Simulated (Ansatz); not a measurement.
Nudged elastic band of BHCl₃

The run: nudged elastic band of BHCl₃, multiplicity 2. Method and program: UKS revPBE/def2-SVP (Ansatz 0.2.0).

It belongs to a series of runs on one base structure; here: band between the two ends. Figures and captions count atoms from 1; the log counts them from 0 in places.

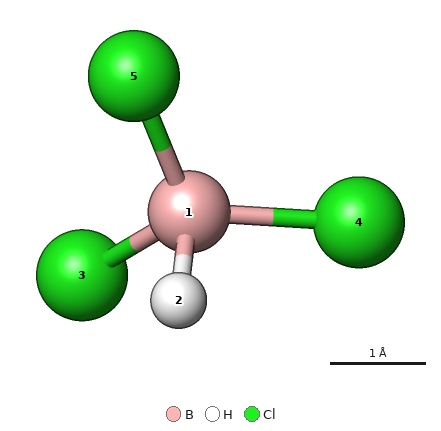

Fig. 1: The structure as given in the input (ball-and-stick view, seen at a tilt; atoms are numbered from 1 in the order of the input).

**Input file**
```yaml
crystal:
  periodic: [false, false, false]
  atoms:
    - { symbol: B, position_ang: [0.00174, -0.077153, 0.521127] }
    - { symbol: H, position_ang: [-0.026393, 1.196028, 0.799102] }
    - { symbol: Cl, position_ang: [1.563722, -0.149198, -0.411841] }
    - { symbol: Cl, position_ang: [-1.545478, -0.213783, -0.429167] }
    - { symbol: Cl, position_ang: [0.006407, -0.755893, 2.210779] }
magnetization:
  spin_polarized: true
  initial_magnetization: 1
basis:
  gaussian: { orbitals: def2-SVP }
hamiltonian:
  xc: revpbe
neb:
  order_check: false
  images: 9
  f_tol: 0.03
  max_iterations: 60
  final_atoms:
    - { symbol: B, position_ang: [0.00235598, 0.03301449, -0.00743909] }
    - { symbol: H, position_ang: [-0.00329813, -0.0462029, 1.30133548] }
    - { symbol: Cl, position_ang: [1.54971986, 0.11301445, -0.79068227] }
    - { symbol: Cl, position_ang: [-1.53816603, 0.04887311, -0.80790475] }
    - { symbol: Cl, position_ang: [-0.01061368, -0.14869815, 2.99469063] }
  initial_path:
    images:
      - { positions_ang: [[0.00174, -0.077153, 0.521127], [-0.026393, 1.196028, 0.799102], [1.563722, -0.149198, -0.411841], [-1.545478, -0.213783, -0.429167], [0.006407, -0.755893, 2.210779]] }
      - { positions_ang: [[0.00190338, -0.05747247, 0.41698678], [-0.02197198, 0.94969716, 0.92713879], [1.5744586, -0.10107164, -0.51344373], [-1.55707242, -0.16612036, -0.53089783], [0.00268041, -0.62503168, 2.39021599]] }
      - { positions_ang: [[0.00206675, -0.03779194, 0.31284656], [-0.01755096, 0.70336632, 1.05517558], [1.58519521, -0.05294528, -0.61504647], [-1.56866684, -0.11845773, -0.63262865], [-0.00104617, -0.49417037, 2.56965298]] }
      - { positions_ang: [[0.00223013, -0.01811141, 0.20870634], [-0.01312993, 0.45703547, 1.18321237], [1.59593181, -0.00481893, -0.7166492], [-1.58026125, -0.07079509, -0.73435948], [-0.00477276, -0.36330905, 2.74908997]] }
      - { positions_ang: [[0.00239351, 0.00156912, 0.10456611], [-0.00870891, 0.21070463, 1.31124917], [1.60666842, 0.04330743, -0.81825193], [-1.59185567, -0.02313245, -0.8360903], [-0.00849934, -0.23244773, 2.92852696]] }
      - { positions_ang: [[0.00255688, 0.02124966, 0.00042589], [-0.00428789, -0.03562621, 1.43928596], [1.61740502, 0.09143379, -0.91985467], [-1.60345009, 0.02453018, -0.93782113], [-0.01222593, -0.10158642, 3.10796395]] }
      - { positions_ang: [[0.0025167, 0.02360262, -0.0011471], [-0.00408994, -0.03774155, 1.41169586], [1.60386799, 0.09574992, -0.89402019], [-1.59039328, 0.02939877, -0.91183785], [-0.01190348, -0.11100876, 3.08530928]] }
      - { positions_ang: [[0.00247652, 0.02595559, -0.0027201], [-0.00389198, -0.03985689, 1.38410577], [1.59033096, 0.10006605, -0.86818571], [-1.57733647, 0.03426736, -0.88585458], [-0.01158103, -0.12043111, 3.06265462]] }
      - { positions_ang: [[0.00243634, 0.02830856, -0.0042931], [-0.00369403, -0.04197223, 1.35651567], [1.57679392, 0.10438219, -0.84235123], [-1.56427965, 0.03913594, -0.8598713], [-0.01125858, -0.12985346, 3.03999996]] }
      - { positions_ang: [[0.00239616, 0.03066152, -0.00586609], [-0.00349608, -0.04408756, 1.32892557], [1.56325689, 0.10869832, -0.81651675], [-1.55122284, 0.04400453, -0.83388803], [-0.01093613, -0.1392758, 3.01734529]] }
      - { positions_ang: [[0.00235598, 0.03301449, -0.00743909], [-0.00329813, -0.0462029, 1.30133548], [1.54971986, 0.11301445, -0.79068227], [-1.53816603, 0.04887311, -0.80790475], [-0.01061368, -0.14869815, 2.99469063]] }
```

Hardware: 2 threads of Intel Xeon (Sapphire Rapids), 32 GiB of memory available, shared host.

Launched with:
```bash
ansatz run input.yaml --threads 2 --pin off --max-ram 3072MiB --backend cpu --events-out ev --progress --plain --runs-dir out
```

**What the program printed**
```
Engine: ansatz 0.2.0, x86_64-unknown-linux-gnu
Functional definition: revPBE
  parameter kappa = 1.245
  parameter beta = 0.06672455060314922
  exchange = pbe_x(kappa = kappa, mu = beta*pi^2/3)
  correlation = pbe_c(beta = beta)
797 factors; their error is unknown
mean field evaluation 1: about -38241.3347 eV, gradient 1.3e1 eV
mean field evaluation 2: about -38239.3339 eV, gradient 2.2e1 eV
mean field evaluation 4: about -38242.4095 eV, gradient 3.3e-1 eV
mean field evaluation 8: about -38242.3690 eV, gradient 4.7e-2 eV
mean field evaluation 16: about -38242.3690 eV, gradient 2.8e-5 eV
mean field evaluation 32: about -38240.9777 eV, gradient 2.8e0 eV
mean field -38242.36897249 eV, -1405.3811381302 hartree, gradient 2.8e-5 eV, S^2 0.751975; 3 other end points of the search recorded, 0 dependent functions left out
the calculation of the forces begins
reference -38242.36900241 eV, -1405.3811392297 hartree; 29, 28 occupied and 44, 45 virtual orbitals, 797 factors
797 factors; their error is unknown
mean field evaluation 64: about -38241.5954 eV, gradient 2.5e0 eV
mean field -38241.64469577 eV, -1405.3545214517 hartree, gradient 2.5e-5 eV, S^2 0.752358; 2 other end points of the search recorded, 0 dependent functions left out
[... from here on the field's lines of each further geometry are left out, up to the last ...]
NEB iter   1: max|band force component| = 6.584e0 eV/Å  barrier→ = 1.4705 eV  barrier← = 0.7462 eV  Δτ_max = 0.2000 Å  (814 SCF iters)
NEB iter   2: max|band force component| = 2.730e0 eV/Å  barrier→ = 0.8597 eV  barrier← = 0.1355 eV  Δτ_max = 0.2000 Å  (300 SCF iters)
NEB iter   3: max|band force component| = 1.597e0 eV/Å  barrier→ = 0.8242 eV  barrier← = 0.0999 eV  Δτ_max = 0.2000 Å  (281 SCF iters)
NEB iter   4: max|band force component| = 1.314e0 eV/Å  barrier→ = 0.9389 eV  barrier← = 0.2146 eV  Δτ_max = 0.1992 Å  (284 SCF iters)
NEB iter   5: max|band force component| = 1.228e0 eV/Å  barrier→ = 0.8429 eV  barrier← = 0.1187 eV  Δτ_max = 0.1012 Å  (287 SCF iters)
NEB iter   6: max|band force component| = 5.055e-1 eV/Å  barrier→ = 0.7357 eV  barrier← = 0.0114 eV  Δτ_max = 0.0608 Å  (277 SCF iters)
NEB iter   7: max|band force component| = 5.948e-1 eV/Å  barrier→ = 0.7243 eV  barrier← = 0.0000 eV  Δτ_max = 0.0304 Å  (264 SCF iters)
NEB iter   8: max|band force component| = 5.857e-1 eV/Å  barrier→ = 0.7243 eV  barrier← = 0.0000 eV  Δτ_max = 0.0303 Å  (257 SCF iters)
NEB iter   9: max|band force component| = 4.327e-1 eV/Å  barrier→ = 0.7202 eV  barrier← = -0.0041 eV  CI = image 9  Δτ_max = 0.0304 Å  (251 SCF iters)
NEB iter  10: max|band force component| = 2.708e-1 eV/Å  barrier→ = 0.7212 eV  barrier← = -0.0031 eV  CI = image 9  Δτ_max = 0.0306 Å  (256 SCF iters)
NEB iter  11: max|band force component| = 1.575e-1 eV/Å  barrier→ = 0.7224 eV  barrier← = -0.0019 eV  CI = image 9  Δτ_max = 0.0183 Å  (257 SCF iters)
NEB iter  12: max|band force component| = 9.565e-2 eV/Å  barrier→ = 0.7229 eV  barrier← = -0.0014 eV  CI = image 9  Δτ_max = 0.0305 Å  (252 SCF iters)
NEB iter  13: max|band force component| = 1.071e-1 eV/Å  barrier→ = 0.7238 eV  barrier← = -0.0004 eV  CI = image 9  Δτ_max = 0.0152 Å  (256 SCF iters)
NEB iter  14: max|band force component| = 6.952e-2 eV/Å  barrier→ = 0.7237 eV  barrier← = -0.0006 eV  CI = image 9  Δτ_max = 0.0152 Å  (238 SCF iters)
NEB iter  15: max|band force component| = 5.188e-2 eV/Å  barrier→ = 0.7239 eV  barrier← = -0.0004 eV  CI = image 9  Δτ_max = 0.0092 Å  (238 SCF iters)
NEB iter  16: max|band force component| = 4.303e-2 eV/Å  barrier→ = 0.7240 eV  barrier← = -0.0003 eV  CI = image 9  Δτ_max = 0.0050 Å  (236 SCF iters)
the calculation of the forces begins
reference -38241.65177921 eV, -1405.3547817633 hartree; 29, 28 occupied and 44, 45 virtual orbitals, 797 factors
797 factors; their error is unknown
mean field -38241.64498224 eV, -1405.3545319795 hartree, gradient 1.3e-5 eV, S^2 0.752364; 3 other end points of the search recorded, 0 dependent functions left out
the calculation of the forces begins
reference -38241.64501420 eV, -1405.3545331538 hartree; 29, 28 occupied and 44, 45 virtual orbitals, 797 factors
NEB iter  17: max|band force component| = 2.210e-2 eV/Å  barrier→ = 0.7240 eV  barrier← = -0.0003 eV  CI = image 9  Δτ_max = 0.0000 Å  (741 SCF iters)
```

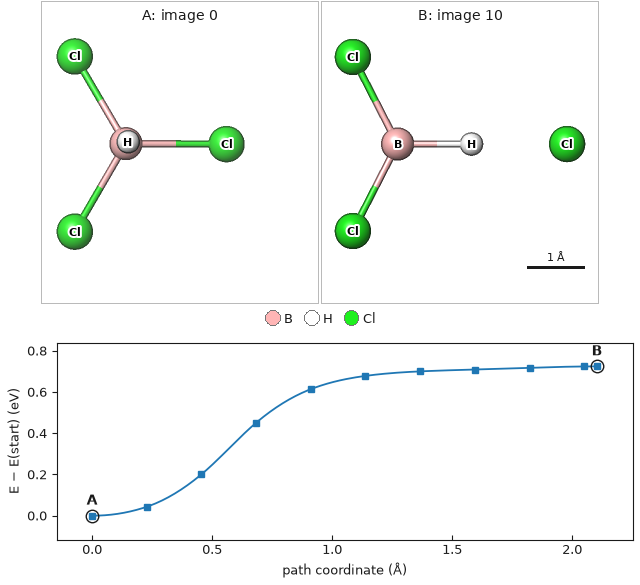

Fig. 2: Images of the last band (counted from 0; ball-and-stick, seen on its broad side) above the energy along the path; the line is a cubic interpolation that uses the forces. No image lies above both ends; the end is 0.724 eV above the start. The path is 2.10 Å long. The band converged in 17 iterations.

```
Total energy: -38241.64501420 eV, -1405.3545331538 hartree
Atom 0 at     0.002187     0.040851    -0.005208 Å, force     0.000303    -0.008662    -0.021176 eV/Å
Atom 1 at    -0.004215    -0.002147     1.305532 Å, force    -0.000295     0.014266    -0.000508 eV/Å
Atom 2 at     1.548725     0.094494    -0.792495 Å, force     0.001629     0.000413     0.007627 eV/Å
Atom 3 at    -1.536389     0.030406    -0.809683 Å, force    -0.001736     0.000344     0.007600 eV/Å
Atom 4 at    -0.010311    -0.163603     2.991855 Å, force     0.000099    -0.006362     0.006457 eV/Å
Dipole moment:     0.002334     0.041013    -0.569665 e Å
this run last wrote the band of iteration 17 to [file]
```

**The last band as extended XYZ (Å, eV, eV/Å)**
```
5
Properties=species:S:1:pos:R:3:forces:R:3 image=0 energy=-38242.36897
B     0.0017   -0.0772    0.5211   -0.0007   0.0137   0.0034
H    -0.0264    1.1960    0.7991    0.0005  -0.0207  -0.0045
Cl    1.5637   -0.1492   -0.4118    0.0013   0.0025  -0.0003
Cl   -1.5455   -0.2138   -0.4292   -0.0011   0.0025  -0.0004
Cl    0.0064   -0.7559    2.2108    0.0001   0.0021   0.0018
5
Properties=species:S:1:pos:R:3:forces:R:3 image=1 energy=-38242.32586
B     0.0018   -0.0638    0.4561    0.0003  -0.0535   0.1477
H    -0.0259    1.1285    0.9719   -0.0024   0.1769  -0.2270
Cl    1.5511   -0.1635   -0.4679    0.0097   0.0198   0.0917
Cl   -1.5316   -0.2276   -0.4851   -0.0115   0.0194   0.0916
Cl    0.0047   -0.6736    2.2150    0.0039  -0.1626  -0.1040
5
Properties=species:S:1:pos:R:3:forces:R:3 image=2 energy=-38242.16911
B     0.0015   -0.0307    0.3729    0.0027  -0.2542   0.4641
H    -0.0244    1.0179    1.1201   -0.0086   0.4922  -0.3032
Cl    1.5449   -0.1540   -0.5239   -0.0113  -0.0046   0.1938
Cl   -1.5253   -0.2178   -0.5410    0.0093  -0.0042   0.1939
Cl    0.0032   -0.6153    2.2619    0.0078  -0.2292  -0.5486
5
Properties=species:S:1:pos:R:3:forces:R:3 image=3 energy=-38241.91916
B     0.0009    0.0289    0.2695    0.0031  -0.2575   0.4096
H    -0.0224    0.9021    1.1961   -0.0096   0.5016  -0.1518
Cl    1.5473   -0.1426   -0.5685   -0.0137  -0.0382   0.1827
Cl   -1.5276   -0.2066   -0.5857    0.0132  -0.0376   0.1828
Cl    0.0018   -0.5818    2.3787    0.0070  -0.1684  -0.6233
5
Properties=species:S:1:pos:R:3:forces:R:3 image=4 energy=-38241.75561
B     0.0002    0.0880    0.1736    0.0007  -0.0716   0.1328
H    -0.0202    0.7853    1.2358   -0.0052   0.2633  -0.0467
Cl    1.5504   -0.1279   -0.6102   -0.0030  -0.0432   0.0990
Cl   -1.5309   -0.1919   -0.6274    0.0037  -0.0430   0.0990
Cl    0.0005   -0.5535    2.5181    0.0038  -0.1055  -0.2841
5
Properties=species:S:1:pos:R:3:forces:R:3 image=5 energy=-38241.69092
B    -0.0002    0.1242    0.1028   -0.0001  -0.0036   0.0287
H    -0.0176    0.6500    1.2659   -0.0020   0.1019  -0.0137
Cl    1.5513   -0.0953   -0.6587    0.0020  -0.0246   0.0366
Cl   -1.5326   -0.1594   -0.6760   -0.0014  -0.0247   0.0366
Cl   -0.0010   -0.5195    2.6560    0.0015  -0.0491  -0.0881
5
Properties=species:S:1:pos:R:3:forces:R:3 image=6 energy=-38241.66890
B     0.0001    0.1257    0.0556   -0.0001   0.0067  -0.0023
H    -0.0147    0.5082    1.2836   -0.0007   0.0324  -0.0023
Cl    1.5505   -0.0624   -0.7087    0.0061  -0.0107   0.0175
Cl   -1.5326   -0.1264   -0.7259   -0.0058  -0.0109   0.0175
Cl   -0.0033   -0.4451    2.7854    0.0005  -0.0175  -0.0304
5
Properties=species:S:1:pos:R:3:forces:R:3 image=7 energy=-38241.66002
B     0.0006    0.1073    0.0223   -0.0003   0.0074   0.0217
H    -0.0115    0.3487    1.3001   -0.0004   0.0217  -0.0115
Cl    1.5517   -0.0180   -0.7495   -0.0009  -0.0080   0.0008
Cl   -1.5352   -0.0821   -0.7668    0.0012  -0.0079   0.0008
Cl   -0.0057   -0.3559    2.8840    0.0003  -0.0132  -0.0118
5
Properties=species:S:1:pos:R:3:forces:R:3 image=8 energy=-38241.65175
B     0.0014    0.0752    0.0038   -0.0001   0.0075  -0.0132
H    -0.0080    0.1796    1.3052   -0.0007   0.0294   0.0149
Cl    1.5500    0.0360   -0.7807    0.0025  -0.0100   0.0049
Cl   -1.5354   -0.0281   -0.7978   -0.0021  -0.0101   0.0049
Cl   -0.0081   -0.2626    2.9594    0.0004  -0.0168  -0.0116
5
Properties=species:S:1:pos:R:3:forces:R:3 image=9 energy=-38241.64498
B     0.0022    0.0409   -0.0052    0.0003  -0.0087  -0.0212
H    -0.0042   -0.0021    1.3055   -0.0003   0.0143  -0.0005
Cl    1.5487    0.0945   -0.7925    0.0016   0.0004   0.0076
Cl   -1.5364    0.0304   -0.8097   -0.0017   0.0003   0.0076
Cl   -0.0103   -0.1636    2.9919    0.0001  -0.0064   0.0065
5
Properties=species:S:1:pos:R:3:forces:R:3 image=10 energy=-38241.64470
B     0.0024    0.0330   -0.0074    0.0002  -0.0001   0.0023
H    -0.0033   -0.0462    1.3013    0.0000  -0.0001   0.0017
Cl    1.5497    0.1130   -0.7907   -0.0058   0.0000  -0.0017
Cl   -1.5382    0.0489   -0.8079    0.0056   0.0002  -0.0018
Cl   -0.0106   -0.1487    2.9947    0.0000   0.0000  -0.0005
```

**Results in brief**

```json
{"quantity": "outcome", "value": "converged"}
{"quantity": "barrier, forward", "value": "0.724 eV"}
{"quantity": "barrier, backward", "value": "0.000 eV"}
{"quantity": "wall time", "value": "3 min (CPU time 5.7 min)"}
{"quantity": "peak memory", "value": "0.17 GiB"}
```

**Remarks**

The order of the saddle point was not checked.
